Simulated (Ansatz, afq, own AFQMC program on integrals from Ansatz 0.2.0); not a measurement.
# SiHCl3 (singlet): AFQMC on the coupled-cluster ladder, def2-TZVP

How near does AFQMC come to the top of the ladder for SiHCl3 (singlet)?

The runs use Ansatz 0.2.0, Gaussian basis, and an in-house AFQMC program (afq) on its integrals; all values are calculated; def2-TZVP, frozen cores.

The runs, in order: CCSD(T) on RHF; CCSD(T) on RHF; PBE (unrestricted); CCSD(T) on RHF; r2SCAN (unrestricted); PBE0 (unrestricted); B3LYP (unrestricted); wB97M-V (unrestricted); B2PLYP (unrestricted); Phaseless AFQMC, CISD trial on RHF; UHF.

2 further runs of the same task are left out: 2 that didn't finish.

### 1 What is computed

The geometry is a PBE0/def2-SVP stationary point (not a proven minimum).

5 atoms, charge 0, spin multiplicity 1.

Atoms are counted from 1 here; the program's logs count them from 0.

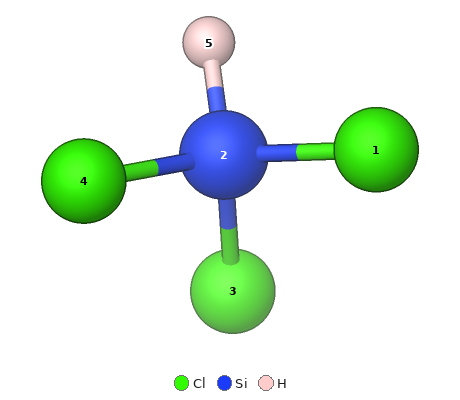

The structure; chlorine green, silicon blue, hydrogen pink; atoms are numbered from 1 in the order of the file.

### 2 CCSD(T) on RHF

Input file in.yaml:

```yaml
crystal:
  periodic: [false, false, false]
  atoms:
    - {symbol: Cl, position_ang: [1.703447, -0.574580, 0.895709]}
    - {symbol: Si, position_ang: [-0.085494, -0.013453, 0.079361]}
    - {symbol: Cl, position_ang: [0.019758, 1.945918, -0.496119]}
    - {symbol: Cl, position_ang: [-0.477134, -1.177439, -1.555676]}
    - {symbol: H, position_ang: [-1.160577, -0.180445, 1.076724]}
basis:
  gaussian: {orbitals: def2-TZVP}
magnetization: {spin_polarized: false}
correlation: {method: ccsd_t, electrons: outside_noble_gas, hamiltonian_folder: ham}
```

Run with:

```console
> ansatz run in.yaml --threads 1 --pin off --events-out ev --progress --plain --max-ram 16896MiB --backend cuda --devices 0, --max-vram 18GiB
```

Log:

```text
Functional definition: HF
  name "HF"
  cite "Fock, Z. Phys. 61, 126 (1930) doi:10.1007/BF01340294"
  parent pbe
  exchange = exact_x
  correlation = 0
915 factors; integrals over basis functions are off by at most 8.1e-4 eV
mean field evaluation 1: about -45393.1364 eV, gradient 2.0e1 eV
mean field evaluation 2: about -45393.3644 eV, gradient 2.1e1 eV
mean field evaluation 4: about -45394.6989 eV, gradient 2.0e0 eV
mean field evaluation 8: about -45394.7281 eV, gradient 1.2e-1 eV
mean field evaluation 16: about -45394.0803 eV, gradient 1.1e1 eV
mean field -45394.72823509 eV, -1668.2254929875 hartree, gradient 2.3e-6 eV, S^2 0.000000; 0 other end points of the search recorded, 0 dependent functions left out
20 core orbitals not correlated: weight in the atoms' cores, before any rotation towards them, 1.000 or more for the frozen orbitals, at most 0.000 for the correlated occupied ones
reference -45394.72823509 eV, -1668.2254929875 hartree; 13, 13 occupied and 121, 121 virtual orbitals, 915 factors
second order -18.14103954 eV of doubles, -0.00000000 eV of singles
cycle   1  -19.17551016 eV  change    -1.0e0 eV  update   8.2e-2
cycle   2  -19.58333906 eV  change   -4.1e-1 eV  update   2.3e-2
cycle   3  -19.65166829 eV  change   -6.8e-2 eV  update   1.0e-2
cycle   4  -19.64427095 eV  change    7.4e-3 eV  update   2.2e-3
cycle   5  -19.64352306 eV  change    7.5e-4 eV  update   7.4e-4
cycle   6  -19.64339105 eV  change    1.3e-4 eV  update   2.1e-4
cycle   7  -19.64333541 eV  change    5.6e-5 eV  update   7.4e-5
cycle   8  -19.64335743 eV  change   -2.2e-5 eV  update   2.0e-5
perturbative correction -0.85096076 eV, -0.0312722313 hartree
Total energy: -45415.22255328 eV, -1668.9786452896 hartree
```

It took 1.7 s on 1 × NVIDIA H100 80GB HBM3 with 1 thread of AMD EPYC 7R13 (Zen 3), shared host; peak host memory 0.76 GiB.

From the report: correlation -20.4943 eV; T1 0.009; largest double amplitude 0.02.

This run also writes the integrals to the folder ham.

### 3 CCSD(T) on RHF

Changes to in.yaml since step 2:

```diff
@@ -9,4 +9,4 @@
 basis:
-  gaussian: {orbitals: def2-TZVP}
+  gaussian: {orbitals: def2-TZVPP}
 magnetization: {spin_polarized: false}
-correlation: {method: ccsd_t, electrons: outside_noble_gas, hamiltonian_folder: ham}
+correlation: {method: ccsd_t, electrons: outside_noble_gas}
```

Same command.

Log, cut to the lines that bear on the results:

```text
Functional definition: HF
  name "HF"
  cite "Fock, Z. Phys. 61, 126 (1930) doi:10.1007/BF01340294"
  parent pbe
[...]
1074 factors; integrals over basis functions are off by at most 7.4e-4 eV
[...]
mean field -45394.74219765 eV, -1668.2260061022 hartree, gradient 3.3e-6 eV, S^2 0.000000; 0 other end points of the search recorded, 0 dependent functions left out
20 core orbitals not correlated: weight in the atoms' cores, before any rotation towards them, 1.000 or more for the frozen orbitals, at most 0.000 for the correlated occupied ones
reference -45394.74219765 eV, -1668.2260061022 hartree; 13, 13 occupied and 149, 149 virtual orbitals, 1074 factors
second order -18.54091600 eV of doubles, -0.00000000 eV of singles
cycle   1  -19.50639705 eV  change   -9.7e-1 eV  update   8.2e-2
[...]
cycle   8  -19.97503617 eV  change   -2.1e-5 eV  update   2.0e-5
perturbative correction -0.86547017 eV, -0.0318054420 hartree
Total energy: -45415.58270399 eV, -1668.9918805840 hartree
```

Run time: 1.4 s. Hardware: 1 × NVIDIA H100 80GB HBM3 with 1 thread of AMD EPYC 7R13 (Zen 3), shared host; peak host memory 0.77 GiB.

From the report: correlation -20.8405 eV; T1 0.009; largest double amplitude 0.02.

### 4 PBE (unrestricted)

Changes to in.yaml since step 3:

```diff
@@ -9,4 +9,5 @@
 basis:
-  gaussian: {orbitals: def2-TZVPP}
-magnetization: {spin_polarized: false}
-correlation: {method: ccsd_t, electrons: outside_noble_gas}
+  gaussian: {orbitals: def2-TZVP}
+magnetization: {spin_polarized: true, initial_magnetization: 0}
+hamiltonian: {xc: {name: PBE}}
+output: {orbitals: {seedname: orbitals}}
```

Run with:

```console
> ansatz run in.yaml --threads 1 --pin off --events-out ev --progress --plain --max-ram 5632MiB --backend cpu
```

Log:

```text
Functional definition: PBE
  name "PBE"
  cite "Perdew, Burke & Ernzerhof, Phys. Rev. Lett. 77, 3865 (1996) doi:10.1103/PhysRevLett.77.3865"
  parent pbe
  parameter kappa = 0.804
  parameter beta = 0.06672455060314922
  exchange = pbe_x(kappa = kappa, mu = beta*pi^2/3)
  correlation = pbe_c(beta = beta)
1064 factors; their error is unknown
mean field evaluation 1: about -45447.1583 eV, gradient 1.4e1 eV
mean field evaluation 2: about -45447.2273 eV, gradient 1.4e1 eV
mean field evaluation 4: about -45448.1265 eV, gradient 1.3e0 eV
mean field evaluation 8: about -45448.1242 eV, gradient 4.0e-2 eV
mean field -45448.12418134 eV, -1670.1877578192 hartree, gradient 3.1e-5 eV, S^2 0.000000; 0 other end points of the search recorded, 0 dependent functions left out
reference -45448.12421855 eV, -1670.1877591868 hartree; 33, 33 occupied and 121, 121 virtual orbitals, 1064 factors
Total energy: -45448.12421855 eV, -1670.1877591868 hartree
```

Run time: 4.1 s. Hardware: 1 thread of AMD EPYC 7R13 (Zen 3), shared host; peak memory 0.74 GiB.

From the report: ⟨S²⟩ of the determinant 0.000 (pure singlet: 0.00).

### 5 CCSD(T) on RHF

Changes to in.yaml since step 4:

```diff
@@ -9,5 +9,4 @@
 basis:
-  gaussian: {orbitals: def2-TZVP}
-magnetization: {spin_polarized: true, initial_magnetization: 0}
-hamiltonian: {xc: {name: PBE}}
-output: {orbitals: {seedname: orbitals}}
+  gaussian: {orbitals: "def2-QZVPP.json"}
+magnetization: {spin_polarized: false}
+correlation: {method: ccsd_t, electrons: outside_noble_gas}
```

Run with:

```console
> ansatz run in.yaml --threads 1 --pin off --events-out ev --progress --plain --max-ram 16896MiB --backend cuda --devices 0, --max-vram 18GiB
```

Log, cut to the lines that bear on the results:

```text
Functional definition: HF
  name "HF"
  cite "Fock, Z. Phys. 61, 126 (1930) doi:10.1007/BF01340294"
  parent pbe
[...]
1828 factors; integrals over basis functions are off by at most 5.9e-4 eV
[...]
mean field -45396.03110263 eV, -1668.2733724865 hartree, gradient 3.3e-6 eV, S^2 0.000000; 0 other end points of the search recorded, 0 dependent functions left out
20 core orbitals not correlated: weight in the atoms' cores, before any rotation towards them, 1.000 or more for the frozen orbitals, at most 0.000 for the correlated occupied ones
reference -45396.03110263 eV, -1668.2733724865 hartree; 13, 13 occupied and 277, 277 virtual orbitals, 1828 factors
second order -20.43557627 eV of doubles, -0.00000000 eV of singles
cycle   1  -21.25341842 eV  change   -8.2e-1 eV  update   8.3e-2
[...]
cycle   9  -21.73972492 eV  change   -6.1e-6 eV  update   7.5e-6
perturbative correction -1.03506165 eV, -0.0380378142 hartree
Total energy: -45418.80588920 eV, -1669.1103304559 hartree
```

Wall time 3.1 s (1 × NVIDIA H100 80GB HBM3 with 1 thread of AMD EPYC 7R13 (Zen 3), shared host); peak host memory 0.83 GiB.

From the report: correlation -22.7748 eV; T1 0.009; largest double amplitude 0.02.

### 6 r2SCAN (unrestricted)

Changes to in.yaml since step 5:

```diff
@@ -9,4 +9,4 @@
 basis:
-  gaussian: {orbitals: "def2-QZVPP.json"}
-magnetization: {spin_polarized: false}
-correlation: {method: ccsd_t, electrons: outside_noble_gas}
+  gaussian: {orbitals: def2-TZVP}
+magnetization: {spin_polarized: true, initial_magnetization: 0}
+hamiltonian: {xc: {name: r2SCAN}}
```

Run with:

```console
> ansatz run in.yaml --threads 1 --pin off --events-out ev --progress --plain --max-ram 5632MiB --backend cpu
```

Log:

```text
Functional definition: r2SCAN
  name "r2SCAN"
  cite "Furness, Kaplan, Ning, Perdew & Sun, J. Phys. Chem. Lett. 11, 8208 (2020) doi:10.1021/acs.jpclett.0c02405"
  cite "Furness, Kaplan, Ning, Perdew & Sun, J. Phys. Chem. Lett. 11, 9248 (2020) doi:10.1021/acs.jpclett.0c03077"
  parent r2scan
  parameter k0 = 0.174
  parameter k1 = 0.065
  parameter a1 = 4.9479
  exchange = r2scan_x(k0 = k0, k1 = k1, a1 = a1)
  correlation = r2scan_c
1064 factors; their error is unknown
mean field evaluation 1: about -45463.8206 eV, gradient 1.2e1 eV
mean field evaluation 2: about -45464.0355 eV, gradient 1.1e1 eV
mean field evaluation 4: about -45464.4760 eV, gradient 1.0e0 eV
mean field evaluation 8: about -45464.4684 eV, gradient 1.7e-2 eV
mean field -45464.46837489 eV, -1670.7883958537 hartree, gradient 1.0e-5 eV, S^2 0.000000; 0 other end points of the search recorded, 0 dependent functions left out
reference -45464.46838533 eV, -1670.7883962374 hartree; 33, 33 occupied and 121, 121 virtual orbitals, 1064 factors
Total energy: -45464.46838533 eV, -1670.7883962374 hartree
```

Wall time 9.5 s (1 thread of AMD EPYC 7R13 (Zen 3), shared host); peak memory 0.74 GiB.

From the report: ⟨S²⟩ of the determinant 0.000 (pure singlet: 0.00).

### 7 PBE0 (unrestricted)

Changes to in.yaml since step 6:

```diff
@@ -11,2 +11,3 @@
 magnetization: {spin_polarized: true, initial_magnetization: 0}
-hamiltonian: {xc: {name: r2SCAN}}
+hamiltonian: {xc: {name: PBE0}}
+output: {orbitals: {seedname: orbitals}}
```

Launched as before.

Log:

```text
Functional definition: PBE0
  name "PBE0"
  cite "Adamo & Barone, J. Chem. Phys. 110, 6158 (1999) doi:10.1063/1.478522"
  cite "Perdew, Burke & Ernzerhof, Phys. Rev. Lett. 77, 3865 (1996) doi:10.1103/PhysRevLett.77.3865"
  parent pbe
  parameter a = 0.25
  parameter kappa = 0.804
  parameter beta = 0.06672455060314922
  exchange = (1 - a)*pbe_x(kappa = kappa, mu = beta*pi^2/3) + a*exact_x
  correlation = pbe_c(beta = beta)
1116 factors; their error is unknown
mean field evaluation 1: about -45451.3243 eV, gradient 1.0e1 eV
mean field evaluation 2: about -45451.5543 eV, gradient 8.6e0 eV
mean field evaluation 4: about -45451.7938 eV, gradient 6.9e-1 eV
mean field evaluation 8: about -45451.9415 eV, gradient 9.7e-3 eV
mean field -45451.94154328 eV, -1670.3280432829 hartree, gradient 4.0e-5 eV, S^2 0.000000; 0 other end points of the search recorded, 0 dependent functions left out
reference -45451.94157121 eV, -1670.3280443093 hartree; 33, 33 occupied and 121, 121 virtual orbitals, 1116 factors
Total energy: -45451.94157121 eV, -1670.3280443093 hartree
```

Run time: 6 s. Hardware: 1 thread of AMD EPYC 7R13 (Zen 3), shared host; peak memory 3 GiB.

From the report: ⟨S²⟩ of the determinant 0.000 (pure singlet: 0.00).

### 8 B3LYP (unrestricted)

Changes to in.yaml since step 7:

```diff
@@ -11,3 +11,2 @@
 magnetization: {spin_polarized: true, initial_magnetization: 0}
-hamiltonian: {xc: {name: PBE0}}
-output: {orbitals: {seedname: orbitals}}
+hamiltonian: {xc: {name: B3LYP}}
```

Same command.

Log:

```text
Functional definition: B3LYP
  name "B3LYP"
  cite "Stephens, Devlin, Chabalowski & Frisch, J. Phys. Chem. 98, 11623 (1994) doi:10.1021/j100096a001"
  cite "Becke, Phys. Rev. A 38, 3098 (1988) doi:10.1103/PhysRevA.38.3098"
  cite "Lee, Yang & Parr, Phys. Rev. B 37, 785 (1988) doi:10.1103/PhysRevB.37.785"
  cite "Vosko, Wilk & Nusair, Can. J. Phys. 58, 1200 (1980) doi:10.1139/p80-159"
  parameter a0 = 0.2
  parameter ax = 0.72
  parameter ac = 0.81
  exchange = (1 - a0 - ax)*slater_x + ax*b88_x + a0*exact_x
  correlation = (1 - ac)*vwn_rpa_c + ac*lyp_c
1094 factors; their error is unknown
mean field evaluation 1: about -45468.4487 eV, gradient 1.2e1 eV
mean field evaluation 2: about -45468.6920 eV, gradient 1.1e1 eV
mean field evaluation 4: about -45469.0970 eV, gradient 8.3e-1 eV
mean field evaluation 8: about -45469.2136 eV, gradient 1.1e-2 eV
mean field -45469.21361941 eV, -1670.9627803735 hartree, gradient 6.6e-5 eV, S^2 0.000000; 0 other end points of the search recorded, 0 dependent functions left out
reference -45469.21388687 eV, -1670.9627902022 hartree; 33, 33 occupied and 121, 121 virtual orbitals, 1094 factors
Total energy: -45469.21388687 eV, -1670.9627902022 hartree
```

Wall time 6.5 s (1 thread of AMD EPYC 7R13 (Zen 3), shared host); peak memory 3 GiB.

From the report: ⟨S²⟩ of the determinant 0.000 (pure singlet: 0.00).

### 9 wB97M-V (unrestricted)

Changes to in.yaml since step 8:

```diff
@@ -11,2 +11,3 @@
 magnetization: {spin_polarized: true, initial_magnetization: 0}
-hamiltonian: {xc: {name: B3LYP}}
+hamiltonian: {xc: {name: wB97M-V}}
+output: {orbitals: {seedname: orbitals}}
```

The command is unchanged.

Log, cut to the lines that bear on the results:

```text
Functional definition: wB97M-V
  name "wB97M-V"
  cite "Mardirossian & Head-Gordon, J. Chem. Phys. 144, 214110 (2016) doi:10.1063/1.4952647"
  cite "Becke, J. Chem. Phys. 107, 8554 (1997) doi:10.1063/1.475007"
  cite "Vydrov & Van Voorhis, J. Chem. Phys. 133, 244103 (2010) doi:10.1063/1.3521275"
  # Of w^i u^j: cxij and so on, Table III.
[...]
  gx(w, u) = 1 - cx + cx01*u + cx10*w
  gss(w, u) = css00 + css04*u^4 + css10*w + css20*w^2 + css43*w^4*u^3
  gos(w, u) = cos00 + cos10*w + (cos20 + cos21*u)*w^2 + (cos60 + cos61*u)*w^6
[...]
      + integral(e_c_pw_mod_opposite_spin*gos(b97_w_opposite, b97_u_opposite)) + vv10(b, c)
1085 factors; their error is unknown
195 factors; integrals over basis functions are off by at most 3.3e-5 eV
[...]
mean field -45465.31727520 eV, -1670.8195923647 hartree, gradient 2.2e-5 eV, S^2 0.000000; 0 other end points of the search recorded, 0 dependent functions left out
reference -45465.31731455 eV, -1670.8195938107 hartree; 33, 33 occupied and 121, 121 virtual orbitals, 1085 factors
Total energy: -45465.31731455 eV, -1670.8195938107 hartree
```

Wall time 18 s (1 thread of AMD EPYC 7R13 (Zen 3), shared host); peak memory 3 GiB.

From the report: ⟨S²⟩ of the determinant 0.000 (pure singlet: 0.00).

### 10 B2PLYP (unrestricted)

Changes to in.yaml since step 9:

```diff
@@ -11,3 +11,3 @@
 magnetization: {spin_polarized: true, initial_magnetization: 0}
-hamiltonian: {xc: {name: wB97M-V}}
-output: {orbitals: {seedname: orbitals}}
+hamiltonian: {xc: {name: B2PLYP}}
+correlation: {electrons: outside_noble_gas}
```

Same command.

Log, cut to the lines that bear on the results:

```text
Functional definition: B2PLYP
  name "B2PLYP"
  cite "Grimme, J. Chem. Phys. 124, 034108 (2006) doi:10.1063/1.2148954"
  cite "Becke, Phys. Rev. A 38, 3098 (1988) doi:10.1103/PhysRevA.38.3098"
  cite "Lee, Yang & Parr, Phys. Rev. B 37, 785 (1988) doi:10.1103/PhysRevB.37.785"
[...]
915 factors; integrals over basis functions are off by at most 8.1e-4 eV
[...]
mean field -45447.63729633 eV, -1670.1698651253 hartree, gradient 3.6e-6 eV, S^2 0.000000; 0 other end points of the search recorded, 0 dependent functions left out
20 core orbitals not correlated: weight in the atoms' cores, before any rotation towards them, 1.000 or more for the frozen orbitals, at most 0.000 for the correlated occupied ones
reference -45447.63746759 eV, -1670.1698714189 hartree; 13, 13 occupied and 121, 121 virtual orbitals, 915 factors
second order -22.20461259 eV of doubles, -0.00000000 eV of singles
Total energy: -45453.63271299 eV, -1670.3901926236 hartree
```

It took 8.5 s on 1 thread of AMD EPYC 7R13 (Zen 3), shared host; peak memory 3 GiB.

From the report: ⟨S²⟩ of the determinant 0.000 (pure singlet: 0.00).

### 11 Phaseless AFQMC, CISD trial on RHF

It reads the integrals that the CCSD(T) run on this determinant wrote.

Run with:

```console
> afq ham --method phaseless --trial cisd --walkers 1200 --populations 20 --least-time 60 --time-step 0.005 --steps-per-block 50 --equilibration-blocks 28 --max-blocks 4000 --target-error 0.0003 --factor-cut 1e-05 --seed 2636 --release-times 0.21,0.42,0.63,0.9 --release-step 0.03 --release-every 5 --taylor-order 6
```

Log:

```text
orbitals 134  electrons 13 13  factors 910 of 915
reference energy -1668.22549299 Eh
CCSD correlation -0.72188045 Eh in 9 cycles, weight of the determinant in the CISD state 0.7664
energy of the start -1668.947372 Eh
 block  time / (1/Eh)  mean weight  energy / Eh
     1     0.250  0.9989  -1668.915938
     2     0.500  0.9999  -1668.930381
     3     0.750  1.0001  -1668.944938
     4     1.000  1.0003  -1668.956466
     5     1.250  1.0000  -1668.968219
     6     1.500  0.9998  -1668.973296
     7     1.750  1.0002  -1668.973656
     8     2.000  1.0005  -1668.977704
     9     2.250  0.9987  -1668.977498
    10     2.500  1.0004  -1668.980317
    11     2.750  0.9996  -1668.976079
    16     4.000  1.0009  -1668.982784
    21     5.250  1.0004  -1668.980123
    26     6.500  1.0005  -1668.979845
    31     7.750  0.9991  -1668.975576
    36     9.000  1.0010  -1668.982527
    41    10.250  0.9994  -1668.983074
    46    11.500  1.0004  -1668.983480
    51    12.750  1.0005  -1668.981987
    56    14.000  1.0000  -1668.975087
    61    15.250  1.0000  -1668.983297
    66    16.500  1.0008  -1668.983734
    71    17.750  1.0005  -1668.981586
    76    19.000  1.0002  -1668.984670
    81    20.250  0.9999  -1668.981671
    86    21.500  1.0004  -1668.980001
    91    22.750  1.0007  -1668.980968
    96    24.000  1.0009  -1668.981031
   101    25.250  1.0005  -1668.980717
   106    26.500  1.0006  -1668.982734
   111    27.750  0.9991  -1668.985108
   116    29.000  0.9988  -1668.980613
   121    30.250  1.0009  -1668.984237
   126    31.500  1.0002  -1668.980519
   131    32.750  1.0009  -1668.980037
   136    34.000  0.9993  -1668.982616
   141    35.250  1.0004  -1668.980781
   146    36.500  1.0000  -1668.981632
   151    37.750  1.0012  -1668.984665
   156    39.000  0.9995  -1668.984852
   161    40.250  0.9989  -1668.982608
   166    41.500  1.0002  -1668.977504
   171    42.750  0.9994  -1668.985693
   176    44.000  0.9996  -1668.985609
   181    45.250  1.0003  -1668.977796
   186    46.500  0.9997  -1668.980817
   191    47.750  1.0006  -1668.981984
   196    49.000  1.0000  -1668.978076
   201    50.250  0.9994  -1668.977492
   206    51.500  0.9996  -1668.982803
   211    52.750  0.9998  -1668.981588
   216    54.000  0.9994  -1668.983752
error from the spread of 20 populations
released: time / (1/Eh)  energy / Eh  error  mean overlap
  0.21  -1668.980783  0.000460  1.0058
  0.42  -1668.981178  0.000542  1.0028
  0.63  -1668.982382  0.000558  0.9952
  0.90  -1668.982670  0.000632  0.9899
energy -1668.981428 +/- 0.000355 Eh
```

It took 4.3 min on 1 × NVIDIA H100 80GB HBM3 with 2 threads of AMD EPYC 7R13 (Zen 3), shared host; peak host memory 3 GiB.

Energy -45415.2983 ± 0.0097 eV. Caveats: constraint bias not in the error.

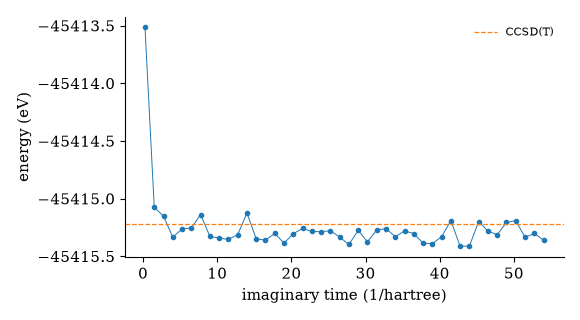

Block energies along the walk.

### 12 UHF

Changes to in.yaml since step 10:

```diff
@@ -11,3 +11,3 @@
 magnetization: {spin_polarized: true, initial_magnetization: 0}
-hamiltonian: {xc: {name: B2PLYP}}
-correlation: {electrons: outside_noble_gas}
+hamiltonian: {xc: hf}
+output: {orbitals: {seedname: orbitals}}
```

Run with:

```console
> ansatz run in.yaml --threads 1 --pin off --events-out ev --progress --plain --max-ram 16896MiB --backend cuda --devices 0, --max-vram 18GiB
```

Log:

```text
Functional definition: HF
  name "HF"
  cite "Fock, Z. Phys. 61, 126 (1930) doi:10.1007/BF01340294"
  parent pbe
  exchange = exact_x
  correlation = 0
1318 factors; their error is unknown
mean field evaluation 1: about -45392.8537 eV, gradient 1.4e1 eV
mean field evaluation 2: about -45393.8123 eV, gradient 7.7e0 eV
mean field evaluation 4: about -45394.1144 eV, gradient 3.0e-1 eV
mean field evaluation 8: about -45394.7280 eV, gradient 3.1e-5 eV
mean field -45394.72801060 eV, -1668.2254847377 hartree, gradient 1.9e-5 eV, S^2 0.000000; 0 other end points of the search recorded, 0 dependent functions left out
reference -45394.72801060 eV, -1668.2254847377 hartree; 33, 33 occupied and 121, 121 virtual orbitals, 1318 factors
Total energy: -45394.72801060 eV, -1668.2254847377 hartree
```

Run time: 3.1 s. Hardware: 1 × NVIDIA H100 80GB HBM3 with 1 thread of AMD EPYC 7R13 (Zen 3), shared host; peak host memory 3 GiB.

From the report: ⟨S²⟩ of the determinant 0.000 (pure singlet: 0.00).

### 13 All levels side by side

On the RHF determinant, counted from CCSD(T) (a yardstick, not exact):

```tsv
level	energy (eV)	from CCSD(T) (meV)	statistical error (meV)	time
HF	-45394.7282	+20494.3		
MP2	-45412.8693	+2353.3		
CCSD	-45414.3716	+851.0		
CCSD(T)	-45415.2226	0.0		
Phaseless AFQMC, CISD trial, step 0.005, 1200 walkers	-45415.2983	-75.7	9.7	4.3 min
```

The functionals' totals stand on their own zeros and serve differences with other points: PBE -45448.124 eV; r2SCAN -45464.468 eV; PBE0 -45451.942 eV; B3LYP -45469.214 eV; wB97M-V -45465.317 eV; B2PLYP -45453.633 eV.

### 14 Results

```
                                       quantity            value
Phaseless AFQMC, CISD trial on RHF from CCSD(T)  -75.7 ± 9.7 meV
```

In words: On RHF the phaseless walk with the CISD trial lies -75.7 meV from CCSD(T), 8 times its error bar. Error bars are statistical and leave out the constraint, the time step and what remains of the start.
